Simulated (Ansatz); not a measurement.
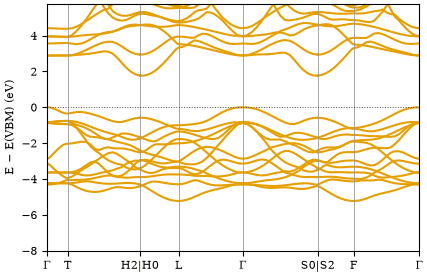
*Band structure from r²SCAN+D4 (plane waves, PAW; program Ansatz)*

The gap is 1.76 eV; an edge lies off the plotted path or next to a special point (maximum at Γ, minimum off the standard path).

Question: Which of these materials gives this?
(A) MoS2, R3m (Mo on 3a, S on 3a, S on 3a)
(B) ZrBrN, R-3m (Zr on 6c, Br on 6c, N on 6c)
(C) Bi2Te3, R-3m (Bi on 6c, Te on 3a, Te on 6c)

Answer: B, ZrBrN, R-3m (Zr on 6c, Br on 6c, N on 6c)

The workflow started from a Materials Project entry (that database holds measured and hypothetical structures alike); the Crystallography Open Database copy checked does not list it. COD files the formula under space group No. 59, so this cell is another polymorph or a model. Its standing as an ambient phase is unchecked. The cell was relaxed with r²SCAN+D4 under the symmetry of its start; its stability against distortions is not shown here. The run is not spin-polarised. Scalar-relativistic: spin–orbit coupling is off unless named, which matters more the heavier the elements.

Potentials: the later of the program's two PAW sets.
